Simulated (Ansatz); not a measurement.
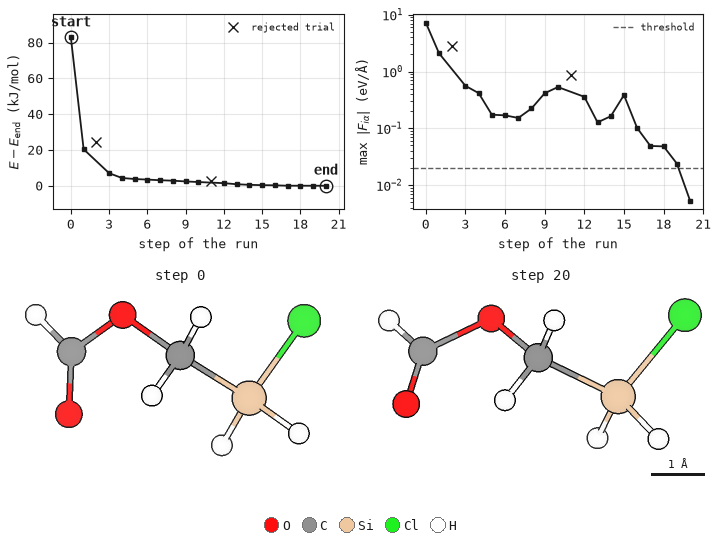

First and last geometry of a relaxation of C$_{2}$H$_{5}$ClO$_{2}$Si, with the history of the run. Style: ball-and-stick. Shown from a free direction.

The run prepares the start of a later molecular dynamics calculation, from a guessed geometry.

Level of theory: Ansatz, UKS PBE/STO-3G. Settings: collinear spin; force threshold 0.02 eV/Å; at most 40 steps.

Question: Read the history and describe the run.

Answer: It converged. The energy falls by 82.8 kJ/mol in 18 accepted moves (20 points after the start). The largest force component goes from 7.3 to 0.0053 eV/Å. The line search rejected the trial steps at points 2, 11 of the run. The atom that moves furthest after the best rigid fit is an O atom (0.96 Å). Largest moves by element: O 0.96 Å, Cl 0.49 Å, H 0.37 Å, C 0.23 Å, Si 0.18 Å. Some distances before and after: C–O 1.334 → 1.440 Å, C–Si 1.810 → 1.899 Å, C–O 1.190 → 1.260 Å, Cl–Si 2.065 → 2.112 Å. Bond angles that change, for instance: O–C–Si 122.4° → 112.2°, C–O–C 117.3° → 108.5°, O–C–H 101.9° → 107.7°. Groups turn about C–O by about 45°. The run took 3.4 min on 1 thread of Intel(R) Xeon(R) Processor @ 2.50GHz (Skylake/Cascade Lake), on a shared host, peak memory 0.18 GiB.

Limits of the set-up: STO-3G is a minimal basis, so the numbers are rough.
